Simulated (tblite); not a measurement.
**C$_{6}$H$_{16}$OSSi: geometry relaxation (part 2 of 2)**

C$_{6}$H$_{16}$OSSi; GFN2-xTB geometry optimisation, gas phase (tblite 0.8.0). It belongs to a series of runs on one base structure; here: constitutional isomer.

Trajectory as extended XYZ, continued
```
25
Properties=species:S:1:pos:R:3:forces:R:3 step=62 energy=-817.08571
C     4.0154    0.0984    0.6857   -0.0080   0.0090  -0.0010
C     2.8000    0.8749    0.2222   -0.0120  -0.0010  -0.0100
S     1.4924   -0.3443   -0.3009   -0.0250   0.0280  -0.0010
O     1.1370   -1.0626    0.9255    0.0010   0.0070   0.0010
C     0.1910    0.9584   -0.5696   -0.0160   0.0150   0.0030
C    -1.0638    0.3733   -1.1968   -0.0040  -0.0010   0.0020
C    -1.7303   -0.7228   -0.3614   -0.0020   0.0020   0.0110
C    -2.9337   -1.2747   -1.1247    0.0060   0.0110  -0.0070
Si   -2.2682   -0.1331    1.3753    0.0020   0.0050   0.0210
H     4.7564    0.7624    1.1250    0.0210   0.0070   0.0030
H     3.7106   -0.6282    1.4360    0.0030  -0.0040   0.0060
H     4.4717   -0.4332   -0.1462    0.0020  -0.0100   0.0000
H     2.3873    1.4745    1.0321   -0.0100  -0.0120  -0.0080
H     3.0183    1.5057   -0.6369    0.0200  -0.0090  -0.0060
H    -0.0202    1.4098    0.3971   -0.0070  -0.0080   0.0030
H     0.6365    1.6976   -1.2350    0.0050  -0.0110   0.0000
H    -1.7816    1.1841   -1.3615    0.0030   0.0010   0.0010
H    -0.8032   -0.0325   -2.1809    0.0000  -0.0070   0.0030
H    -1.0094   -1.5359   -0.2410    0.0040   0.0020   0.0030
H    -3.3827   -2.1081   -0.5894    0.0110   0.0070  -0.0100
H    -2.6389   -1.6233   -2.1144    0.0040  -0.0240  -0.0060
H    -3.6929   -0.5049   -1.2529   -0.0120   0.0050  -0.0060
H    -1.1397    0.2433    2.2205   -0.0040  -0.0160   0.0180
H    -3.0341   -1.2020    2.0178    0.0060   0.0120  -0.0180
H    -3.1287    1.0474    1.1959    0.0120  -0.0070  -0.0010
25
Properties=species:S:1:pos:R:3:forces:R:3 step=78 energy=-817.08969
C     4.0025    0.0917    0.6796   -0.0010  -0.0010  -0.0050
C     2.8040    0.8737    0.1831   -0.0160  -0.0010  -0.0020
S     1.4639   -0.3344   -0.2802    0.0220   0.0170  -0.0020
O     1.1359   -1.0173    0.9742   -0.0080   0.0080  -0.0120
C     0.1700    0.9770   -0.5433    0.0210  -0.0050   0.0130
C    -1.0680    0.3860   -1.1942   -0.0060  -0.0050   0.0090
C    -1.7258   -0.7170   -0.3620   -0.0180  -0.0190  -0.0080
C    -2.9180   -1.2862   -1.1313    0.0050  -0.0060  -0.0040
Si   -2.2622   -0.1397    1.3812    0.0180  -0.0150  -0.0130
H     4.7421    0.7540    1.1237    0.0180   0.0070   0.0040
H     3.6777   -0.6235    1.4323   -0.0100   0.0080   0.0240
H     4.4690   -0.4557   -0.1355    0.0080  -0.0170  -0.0190
H     2.4018    1.5129    0.9669    0.0020   0.0110   0.0070
H     3.0383    1.4638   -0.7004   -0.0060  -0.0090  -0.0090
H    -0.0587    1.4037    0.4303    0.0030   0.0120   0.0110
H     0.6209    1.7317   -1.1860    0.0040  -0.0060  -0.0160
H    -1.7918    1.1880   -1.3711   -0.0120   0.0090   0.0140
H    -0.7882   -0.0184   -2.1734    0.0000  -0.0030  -0.0020
H    -0.9938   -1.5210   -0.2425   -0.0110  -0.0010   0.0070
H    -3.3732   -2.1096   -0.5850    0.0080   0.0170  -0.0100
H    -2.6046   -1.6602   -2.1065   -0.0120   0.0080   0.0010
H    -3.6783   -0.5217   -1.2900    0.0250  -0.0150   0.0060
H    -1.1378    0.1410    2.2668    0.0080  -0.0090   0.0020
H    -3.0928   -1.1897    1.9711   -0.0240   0.0170  -0.0040
H    -3.0436    1.0950    1.2137   -0.0180  -0.0020   0.0070
25
Properties=species:S:1:pos:R:3:forces:R:3 step=93 energy=-817.09350
C     3.9977    0.0907    0.6782   -0.0030   0.0030   0.0100
C     2.8156    0.8803    0.1540    0.0000   0.0100   0.0000
S     1.4559   -0.3197   -0.2680   -0.0020  -0.0120  -0.0110
O     1.1353   -0.9842    0.9981    0.0210   0.0170   0.0030
C     0.1651    0.9935   -0.5287    0.0020  -0.0150   0.0010
C    -1.0725    0.3947   -1.1751   -0.0110  -0.0010   0.0040
C    -1.7215   -0.7228   -0.3554   -0.0070  -0.0090   0.0030
C    -2.9000   -1.2959   -1.1400   -0.0090  -0.0130  -0.0130
Si   -2.2739   -0.1612    1.3873   -0.0140   0.0200   0.0050
H     4.7600    0.7519    1.0855    0.0050  -0.0020  -0.0130
H     3.6585   -0.5772    1.4680    0.0050   0.0060  -0.0020
H     4.4400   -0.5082   -0.1153   -0.0020   0.0000   0.0180
H     2.4286    1.5616    0.9098    0.0100  -0.0060   0.0120
H     3.0617    1.4283   -0.7532   -0.0120  -0.0080  -0.0110
H    -0.0594    1.4258    0.4442    0.0000  -0.0070  -0.0010
H     0.6112    1.7437   -1.1808    0.0020  -0.0030   0.0090
H    -1.8073    1.1899   -1.3370    0.0070   0.0150  -0.0150
H    -0.7928    0.0014   -2.1593   -0.0130   0.0150   0.0030
H    -0.9832   -1.5207   -0.2368    0.0030  -0.0050   0.0100
H    -3.3671   -2.1138   -0.5976    0.0010  -0.0100   0.0140
H    -2.5726   -1.6782   -2.1067    0.0010   0.0110  -0.0240
H    -3.6545   -0.5310   -1.3159   -0.0060   0.0060  -0.0020
H    -1.1468    0.0165    2.2945   -0.0070   0.0000   0.0080
H    -3.1997   -1.1596    1.9255    0.0120  -0.0020  -0.0020
H    -2.9892    1.1184    1.2465    0.0210  -0.0110  -0.0070
25
Properties=species:S:1:pos:R:3:forces:R:3 step=108 energy=-817.09565
C     3.9964    0.0975    0.6760    0.0070  -0.0030   0.0060
C     2.8250    0.8828    0.1218    0.0190  -0.0080   0.0070
S     1.4532   -0.3215   -0.2462   -0.0180  -0.0090  -0.0070
O     1.1571   -0.9513    1.0433   -0.0070   0.0000   0.0020
C     0.1611    0.9898   -0.5106   -0.0140   0.0120   0.0000
C    -1.0802    0.4036   -1.1617    0.0010   0.0060  -0.0030
C    -1.7263   -0.7254   -0.3551    0.0200   0.0130   0.0060
C    -2.8930   -1.3053   -1.1533    0.0090   0.0020   0.0140
Si   -2.2854   -0.1726    1.3907   -0.0100   0.0030  -0.0290
H     4.7773    0.7602    1.0438   -0.0100   0.0050  -0.0090
H     3.6469   -0.5220    1.4997    0.0110   0.0030   0.0140
H     4.4207   -0.5534   -0.0857   -0.0070   0.0100  -0.0070
H     2.4526    1.5972    0.8542   -0.0020  -0.0010  -0.0120
H     3.0726    1.3898   -0.8087   -0.0060  -0.0060   0.0000
H    -0.0645    1.4168    0.4642    0.0010  -0.0060   0.0190
H     0.6088    1.7444   -1.1560    0.0080   0.0020  -0.0020
H    -1.8118    1.2052   -1.3082    0.0020   0.0000  -0.0030
H    -0.8084    0.0279   -2.1546    0.0050  -0.0040   0.0040
H    -0.9791   -1.5155   -0.2356   -0.0050  -0.0100  -0.0020
H    -3.3495   -2.1355   -0.6207   -0.0070  -0.0140   0.0030
H    -2.5550   -1.6707   -2.1232   -0.0040   0.0090  -0.0060
H    -3.6575   -0.5491   -1.3236   -0.0020   0.0040   0.0000
H    -1.1731   -0.0851    2.3276    0.0060   0.0080  -0.0030
H    -3.2754   -1.1315    1.8835   -0.0050  -0.0030   0.0030
H    -2.9234    1.1480    1.2599    0.0080  -0.0120   0.0030
25
Properties=species:S:1:pos:R:3:forces:R:3 step=124 energy=-817.09717
C     4.0012    0.1064    0.6754    0.0020   0.0000  -0.0030
C     2.8251    0.8688    0.1008    0.0070   0.0010   0.0000
S     1.4405   -0.3338   -0.2235   -0.0010  -0.0060  -0.0020
O     1.1548   -0.9393    1.0798    0.0000   0.0040   0.0040
C     0.1579    0.9880   -0.4884   -0.0030   0.0000   0.0020
C    -1.0791    0.4100   -1.1540    0.0030   0.0000   0.0000
C    -1.7253   -0.7265   -0.3587    0.0040   0.0050   0.0040
C    -2.8897   -1.3054   -1.1604    0.0000   0.0030   0.0020
Si   -2.2934   -0.1797    1.3855    0.0010  -0.0090   0.0020
H     4.7871    0.7869    0.9971   -0.0010  -0.0020   0.0020
H     3.6671   -0.4734    1.5336   -0.0010   0.0060   0.0000
H     4.4132   -0.5781   -0.0628   -0.0020  -0.0050  -0.0030
H     2.4589    1.6130    0.8060    0.0040   0.0020  -0.0010
H     3.0681    1.3383   -0.8504   -0.0020   0.0040   0.0000
H    -0.0717    1.4010    0.4918   -0.0030   0.0050   0.0020
H     0.6123    1.7490   -1.1216    0.0010  -0.0030   0.0030
H    -1.8105    1.2122   -1.2975    0.0020  -0.0050  -0.0050
H    -0.8003    0.0425   -2.1479    0.0010   0.0010   0.0000
H    -0.9761   -1.5154   -0.2425   -0.0050  -0.0050  -0.0010
H    -3.3254   -2.1577   -0.6450   -0.0040  -0.0050  -0.0020
H    -2.5572   -1.6378   -2.1439    0.0040  -0.0010  -0.0040
H    -3.6695   -0.5590   -1.3024   -0.0020   0.0070  -0.0010
H    -1.1894   -0.1320    2.3349    0.0000   0.0010   0.0010
H    -3.3190   -1.1132    1.8554    0.0060   0.0010   0.0000
H    -2.8907    1.1594    1.2602   -0.0070   0.0020   0.0010
```

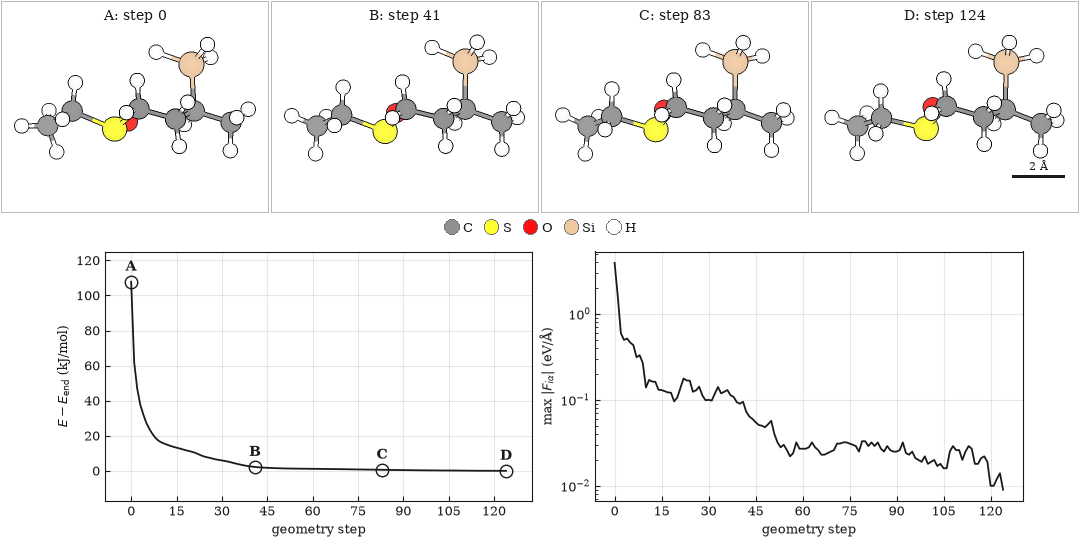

*Frames of the relaxation (ball-and-stick view, seen at a tilt) above the curves, on which the letters mark them (steps are counted from 0).*

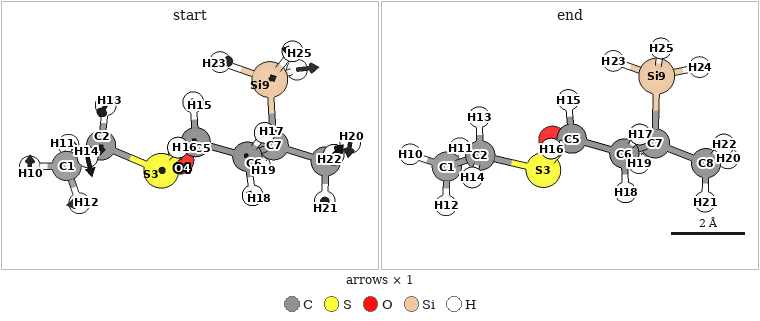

*Before (left) and after (right) the relaxation, at one scale (ball-and-stick view, seen at a tilt). The black arrows give the displacements, at true length.*

The largest move after the best rigid fit is that of H24, 0.71 Å. Largest moves by element: H 0.71 Å, O 0.61 Å, C 0.32 Å, Si 0.24 Å, S 0.20 Å. Distances before and after: S3–C5 1.782 → 1.861 Å, C7–Si9 1.848 → 1.914 Å, S3–O4 1.523 → 1.465 Å, C2–S3 1.811 → 1.862 Å. Among the angles that change: C2–S3–C5 105.0° → 94.5°, H15–C5–H16 102.9° → 110.3°, C6–C7–H19 114.7° → 107.5°. Over 124 geometry steps the energy falls by 107.8 kJ/mol. Largest force component: 3.9 eV/Å at the start, 0.009 eV/Å at the end. (Atoms are counted from 1 in the order of the input.)
